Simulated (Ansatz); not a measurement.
**CH₄AlO−: a short trajectory**

The task is to watch the atoms for 30 steps of 0.5 fs, started with velocities for 300 K and run with a Langevin thermostat.

Program: Ansatz 0.2.0, Gaussian basis. Level of theory: PBE0-D4/def2-SVP. These are calculated values, not measurements.

1 further run of the same task is left out (it didn't finish).

### Step 1. Where the work starts

SMILES `[CH3][AlH][O-]`, 7 atoms, charge -1, spin multiplicity 1.

Atoms are counted from 1 here; the program's logs count them from 0.

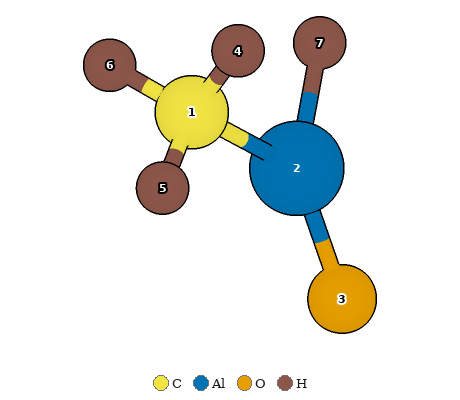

As it starts; carbon yellow, aluminium blue, oxygen amber, hydrogen brown; atoms are numbered from 1 in the order of the file.

As a file:

| atom | x (Å) | y (Å) | z (Å) |
| --- | --- | --- | --- |
| C1 | -0.6564 | 0.5710 | -0.2044 |
| Al2 | 0.8097 | -0.7868 | 0.3577 |
| O3 | 0.8718 | -1.7617 | 1.6139 |
| H4 | -0.3109 | 1.6138 | -0.2096 |
| H5 | -1.5140 | 0.5434 | 0.4811 |
| H6 | -1.0666 | 0.3955 | -1.2080 |
| H7 | 1.8664 | -0.5750 | -0.8306 |

### Step 2. The run

File md/in.yaml:

```yaml
crystal:
  periodic: [false, false, false]
  atoms:
    - {symbol: C, position_ang: [-0.656410, 0.570970, -0.204380]}
    - {symbol: Al, position_ang: [0.809660, -0.786800, 0.357670]}
    - {symbol: O, position_ang: [0.871820, -1.761750, 1.613870]}
    - {symbol: H, position_ang: [-0.310860, 1.613790, -0.209640]}
    - {symbol: H, position_ang: [-1.514010, 0.543380, 0.481070]}
    - {symbol: H, position_ang: [-1.066630, 0.395450, -1.208000]}
    - {symbol: H, position_ang: [1.866440, -0.575040, -0.830590]}
basis:
  gaussian: {orbitals: def2-SVP}
total_charge: -1
hamiltonian: {xc: pbe0, dispersion: d4}
md: {n_steps: 30, timestep: 0.5, temperature: 300, ensemble: nvt_langevin, seed: 458, friction: 0.002, initial_velocities: maxwell_boltzmann}
```

The run is started by

```
$ ansatz run in.yaml --threads 2 --pin off --events-out ev --progress --plain --max-ram 3481MiB
```

The program printed:

```text
Functional definition: PBE0
  name "PBE0"
  cite "Adamo & Barone, J. Chem. Phys. 110, 6158 (1999) doi:10.1063/1.478522"
  cite "Perdew, Burke & Ernzerhof, Phys. Rev. Lett. 77, 3865 (1996) doi:10.1103/PhysRevLett.77.3865"
  parent pbe
  parameter a = 0.25
  parameter kappa = 0.804
  parameter beta = 0.06672455060314922
  exchange = (1 - a)*pbe_x(kappa = kappa, mu = beta*pi^2/3) + a*exact_x
  correlation = pbe_c(beta = beta)
688 factors; integrals over basis functions are off by at most 3.6e-4 eV
mean field evaluation 1: about -9732.1276 eV, gradient 4.0e1 eV
mean field evaluation 2: about -9713.1523 eV, gradient 1.0e2 eV
mean field evaluation 4: about -9735.7698 eV, gradient 3.4e0 eV
mean field evaluation 8: about -9735.7950 eV, gradient 3.1e-2 eV
mean field -9735.79499011 eV, -357.7838667276 hartree, gradient 3.3e-5 eV, S^2 0.000000; 0 other end points of the search recorded, 0 dependent functions left out
the calculation of the forces begins
reference -9735.79501558 eV, -357.7838676638 hartree; 16, 16 occupied and 50, 50 virtual orbitals, 688 factors
md step     0: t =     0.00 fs  T =   257.1 K  F+E_penalty+E_count = -9735.89284332 eV  E_kin = 0.232668 eV  (23 SCF iters)
these checks for a lower state are left out or cut short: starts, cluster_reference, orbital_swaps, neighbouring_geometries, increment
688 factors; integrals over basis functions are off by at most 3.7e-4 eV
mean field evaluation 16: about -9735.7868 eV, gradient 1.4e-3 eV
mean field -9735.78449217 eV, -357.7834809354 hartree, gradient 2.2e-5 eV, S^2 0.000000; 0 other end points of the search recorded, 0 dependent functions left out
the calculation of the forces begins
reference -9735.78451759 eV, -357.7834818698 hartree; 16, 16 occupied and 50, 50 virtual orbitals, 688 factors
md step     1: t =     0.50 fs  T =   250.5 K  F+E_penalty+E_count = -9735.88227434 eV  E_kin = 0.226676 eV  (25 SCF iters)
these checks for a lower state are left out or cut short: starts, cluster_reference, orbital_swaps, neighbouring_geometries, increment
688 factors; integrals over basis functions are off by at most 3.8e-4 eV
mean field -9735.77245850 eV, -357.7830387063 hartree, gradient 2.2e-5 eV, S^2 0.000000; 0 other end points of the search recorded, 0 dependent functions left out
the calculation of the forces begins
reference -9735.77248389 eV, -357.7830396392 hartree; 16, 16 occupied and 50, 50 virtual orbitals, 688 factors
md step     2: t =     1.00 fs  T =   240.0 K  F+E_penalty+E_count = -9735.87017056 eV  E_kin = 0.217179 eV  (25 SCF iters)
[... from here on, the SCF cycles and remarks between the steps are left out ...]
md step     3: t =     1.50 fs  T =   222.5 K  F+E_penalty+E_count = -9735.86079871 eV  E_kin = 0.201330 eV  (25 SCF iters)
md step     4: t =     2.00 fs  T =   209.3 K  F+E_penalty+E_count = -9735.85640473 eV  E_kin = 0.189401 eV  (25 SCF iters)
md step     5: t =     2.50 fs  T =   199.8 K  F+E_penalty+E_count = -9735.85824957 eV  E_kin = 0.180818 eV  (25 SCF iters)
md step     6: t =     3.00 fs  T =   209.0 K  F+E_penalty+E_count = -9735.86619554 eV  E_kin = 0.189150 eV  (25 SCF iters)
md step     7: t =     3.50 fs  T =   212.9 K  F+E_penalty+E_count = -9735.87715495 eV  E_kin = 0.192661 eV  (25 SCF iters)
md step     8: t =     4.00 fs  T =   224.5 K  F+E_penalty+E_count = -9735.88736307 eV  E_kin = 0.203130 eV  (25 SCF iters)
md step     9: t =     4.50 fs  T =   230.5 K  F+E_penalty+E_count = -9735.89438764 eV  E_kin = 0.208587 eV  (25 SCF iters)
md step    10: t =     5.00 fs  T =   237.2 K  F+E_penalty+E_count = -9735.89763458 eV  E_kin = 0.214621 eV  (25 SCF iters)
md step    11: t =     5.50 fs  T =   235.4 K  F+E_penalty+E_count = -9735.89762179 eV  E_kin = 0.212964 eV  (25 SCF iters)
md step    12: t =     6.00 fs  T =   241.7 K  F+E_penalty+E_count = -9735.89605371 eV  E_kin = 0.218695 eV  (25 SCF iters)
md step    13: t =     6.50 fs  T =   241.5 K  F+E_penalty+E_count = -9735.89445869 eV  E_kin = 0.218505 eV  (25 SCF iters)
md step    14: t =     7.00 fs  T =   235.1 K  F+E_penalty+E_count = -9735.89349790 eV  E_kin = 0.212682 eV  (25 SCF iters)
md step    15: t =     7.50 fs  T =   237.1 K  F+E_penalty+E_count = -9735.89374958 eV  E_kin = 0.214538 eV  (25 SCF iters)
md step    16: t =     8.00 fs  T =   239.3 K  F+E_penalty+E_count = -9735.89595233 eV  E_kin = 0.216541 eV  (25 SCF iters)
md step    17: t =     8.50 fs  T =   246.3 K  F+E_penalty+E_count = -9735.90056394 eV  E_kin = 0.222861 eV  (25 SCF iters)
md step    18: t =     9.00 fs  T =   247.0 K  F+E_penalty+E_count = -9735.90655763 eV  E_kin = 0.223454 eV  (24 SCF iters)
md step    19: t =     9.50 fs  T =   255.4 K  F+E_penalty+E_count = -9735.91214023 eV  E_kin = 0.231108 eV  (25 SCF iters)
md step    20: t =    10.00 fs  T =   258.9 K  F+E_penalty+E_count = -9735.91479287 eV  E_kin = 0.234217 eV  (25 SCF iters)
md step    21: t =    10.50 fs  T =   254.5 K  F+E_penalty+E_count = -9735.91215392 eV  E_kin = 0.230259 eV  (25 SCF iters)
md step    22: t =    11.00 fs  T =   257.1 K  F+E_penalty+E_count = -9735.90300589 eV  E_kin = 0.232609 eV  (25 SCF iters)
md step    23: t =    11.50 fs  T =   239.2 K  F+E_penalty+E_count = -9735.88783733 eV  E_kin = 0.216445 eV  (25 SCF iters)
md step    24: t =    12.00 fs  T =   218.4 K  F+E_penalty+E_count = -9735.86947929 eV  E_kin = 0.197615 eV  (25 SCF iters)
md step    25: t =    12.50 fs  T =   196.0 K  F+E_penalty+E_count = -9735.85239237 eV  E_kin = 0.177385 eV  (25 SCF iters)
md step    26: t =    13.00 fs  T =   182.0 K  F+E_penalty+E_count = -9735.83938301 eV  E_kin = 0.164636 eV  (25 SCF iters)
md step    27: t =    13.50 fs  T =   175.5 K  F+E_penalty+E_count = -9735.83247687 eV  E_kin = 0.158800 eV  (25 SCF iters)
md step    28: t =    14.00 fs  T =   174.6 K  F+E_penalty+E_count = -9735.83201217 eV  E_kin = 0.158024 eV  (25 SCF iters)
md step    29: t =    14.50 fs  T =   181.4 K  F+E_penalty+E_count = -9735.83481972 eV  E_kin = 0.164095 eV  (25 SCF iters)
these checks for a lower state are left out or cut short: starts, cluster_reference, orbital_swaps, neighbouring_geometries, increment
688 factors; integrals over basis functions are off by at most 3.8e-4 eV
mean field -9735.74217569 eV, -357.7819258334 hartree, gradient 2.2e-5 eV, S^2 0.000000; 0 other end points of the search recorded, 0 dependent functions left out
the calculation of the forces begins
reference -9735.74220062 eV, -357.7819267499 hartree; 16, 16 occupied and 50, 50 virtual orbitals, 688 factors
688 factors; integrals over basis functions are off by at most 3.8e-4 eV
mean field evaluation 192: about -9735.7422 eV, gradient 2.2e-4 eV
mean field -9735.74217569 eV, -357.7819258334 hartree, gradient 2.2e-5 eV, S^2 0.000000; 1 other end points of the search recorded, 0 dependent functions left out
the calculation of the forces begins
reference -9735.74220062 eV, -357.7819267499 hartree; 16, 16 occupied and 50, 50 virtual orbitals, 688 factors
md step    30: t =    15.00 fs  T =   187.5 K  F+E_penalty+E_count = -9735.83816436 eV  E_kin = 0.169619 eV  (25 SCF iters)
Total energy: -9735.83818930 eV, -357.7854542685 hartree
Atom 0 at    -0.611405     0.640101    -0.204357 Å, force     0.580404    -0.056665     1.370969 eV/Å
Atom 1 at     0.759314    -0.783412     0.313305 Å, force     0.544992    -1.366313     1.354647 eV/Å
Atom 2 at     0.895206    -1.812064     1.679341 Å, force    -0.458301     1.468718    -1.723674 eV/Å
Atom 3 at    -0.078066     1.586200     0.065217 Å, force    -0.168885    -0.147261    -0.521559 eV/Å
Atom 4 at    -1.490539     0.650385     0.460806 Å, force    -0.134245    -0.201280    -0.001814 eV/Å
Atom 5 at    -0.957566     0.649568    -1.233116 Å, force     0.014646     0.169938    -0.598044 eV/Å
Atom 6 at     2.008955    -0.787985    -0.823767 Å, force    -0.378611     0.132863     0.119474 eV/Å
Dipole moment:    -0.520014     0.675827    -0.426213 e Å
```

It took 27 s on 2 threads of Arm Neoverse V1, shared host; peak memory 0.12 GiB.

### Step 3. Frames and traces

Step by step:

| time (fs) | T (K) | potential (meV) | potential + kinetic (meV) | Al2–O3 (Å) | Al2–H7 (Å) | C1–H6 (Å) |
| --- | --- | --- | --- | --- | --- | --- |
| 0.00 | 257 | 0.0 | 0.0 | 1.591 | 1.604 | 1.098 |
| 0.50 | 251 | 10.6 | 4.6 | 1.592 | 1.602 | 1.087 |
| 1.00 | 240 | 22.7 | 7.2 | 1.594 | 1.601 | 1.078 |
| 1.50 | 223 | 32.0 | 0.7 | 1.596 | 1.601 | 1.073 |
| 2.00 | 209 | 36.4 | -6.8 | 1.599 | 1.603 | 1.072 |
| 2.50 | 200 | 34.6 | -17.3 | 1.602 | 1.607 | 1.074 |
| 3.00 | 209 | 26.6 | -16.9 | 1.606 | 1.611 | 1.080 |
| 3.50 | 213 | 15.7 | -24.3 | 1.610 | 1.616 | 1.088 |
| 4.00 | 224 | 5.5 | -24.1 | 1.614 | 1.623 | 1.099 |
| 4.50 | 231 | -1.5 | -25.6 | 1.619 | 1.630 | 1.111 |
| 5.00 | 237 | -4.8 | -22.8 | 1.624 | 1.638 | 1.122 |
| 5.50 | 235 | -4.8 | -24.5 | 1.629 | 1.646 | 1.133 |
| 6.00 | 242 | -3.2 | -17.2 | 1.634 | 1.655 | 1.142 |
| 6.50 | 241 | -1.6 | -15.8 | 1.640 | 1.664 | 1.149 |
| 7.00 | 235 | -0.7 | -20.6 | 1.646 | 1.673 | 1.152 |
| 7.50 | 237 | -0.9 | -19.0 | 1.652 | 1.682 | 1.154 |
| 8.00 | 239 | -3.1 | -19.2 | 1.658 | 1.689 | 1.152 |
| 8.50 | 246 | -7.7 | -17.5 | 1.664 | 1.697 | 1.148 |
| 9.00 | 247 | -13.7 | -22.9 | 1.670 | 1.703 | 1.140 |
| 9.50 | 255 | -19.3 | -20.9 | 1.675 | 1.707 | 1.131 |
| 10.00 | 259 | -22.0 | -20.4 | 1.681 | 1.711 | 1.119 |
| 10.50 | 254 | -19.3 | -21.7 | 1.686 | 1.714 | 1.106 |
| 11.00 | 257 | -10.2 | -10.2 | 1.691 | 1.716 | 1.094 |
| 11.50 | 239 | 5.0 | -11.2 | 1.695 | 1.717 | 1.082 |
| 12.00 | 218 | 23.4 | -11.7 | 1.699 | 1.716 | 1.072 |
| 12.50 | 196 | 40.5 | -14.8 | 1.703 | 1.714 | 1.065 |
| 13.00 | 182 | 53.5 | -14.6 | 1.706 | 1.711 | 1.062 |
| 13.50 | 176 | 60.4 | -13.5 | 1.709 | 1.708 | 1.063 |
| 14.00 | 175 | 60.8 | -13.8 | 1.712 | 1.703 | 1.068 |
| 14.50 | 181 | 58.0 | -10.6 | 1.714 | 1.697 | 1.076 |
| 15.00 | 187 | 54.7 | -8.4 | 1.715 | 1.690 | 1.085 |

Energies count from the start.

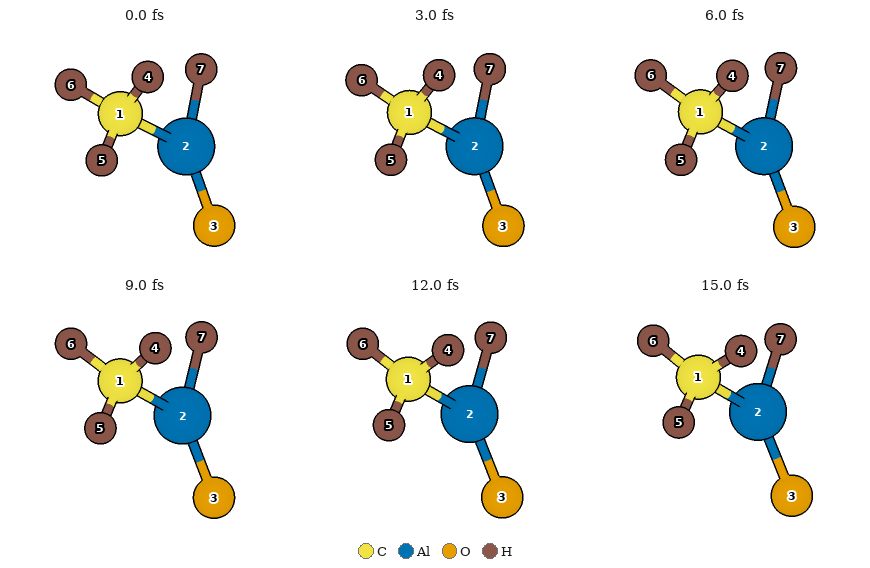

Six frames.

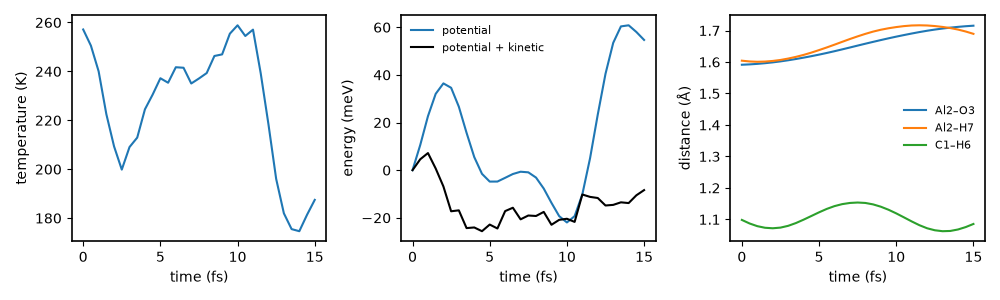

Temperature, energies and the distances followed.

Positions (Å) and forces (eV/Å) at 6.00 fs:

```xyz
7

C    -0.638    0.599   -0.212   -0.353    0.201   -0.562
Al    0.788   -0.792    0.347   -0.194    0.678   -0.910
O     0.880   -1.786    1.641   -0.114   -0.078    0.212
H    -0.220    1.637   -0.169   -0.017   -0.321    0.405
H    -1.508    0.541    0.478    0.083    0.239   -0.099
H    -1.070    0.621   -1.269    0.457   -0.566    0.855
H     1.907   -0.615   -0.861    0.138   -0.153    0.100
```

Positions (Å) and forces (eV/Å) at 15.00 fs:

```xyz
7

C    -0.611    0.640   -0.204    0.580   -0.057    1.371
Al    0.759   -0.783    0.313    0.545   -1.366    1.355
O     0.895   -1.812    1.679   -0.458    1.469   -1.724
H    -0.078    1.586    0.065   -0.169   -0.147   -0.522
H    -1.491    0.650    0.461   -0.134   -0.201   -0.002
H    -0.958    0.650   -1.233    0.015    0.170   -0.598
H     2.009   -0.788   -0.824   -0.379    0.133    0.119
```

### Step 4. Results

| quantity | value |
| --- | --- |
| length | 30 steps, 15.0 fs |
| temperature at the start | 257 K |
| mean temperature, second half | 222 K |
| lowest and highest potential energy, from the first frame | -22 and 61 meV |
| largest change of potential + kinetic | 25.6 meV |

**Reading.** The thermostat trades energy with the molecule, so the sum of potential and kinetic energy isn't conserved: it changes by -8 meV over the run. The mean temperature of the second half is still well below the 300 K set. With 7 atoms the instant temperature spans 175 to 259 K. The bonding pattern stays as it was. Under Langevin the temperature counts 3N degrees of freedom, more than the drawn velocities fill, so it starts at 257 K, not 300 K.
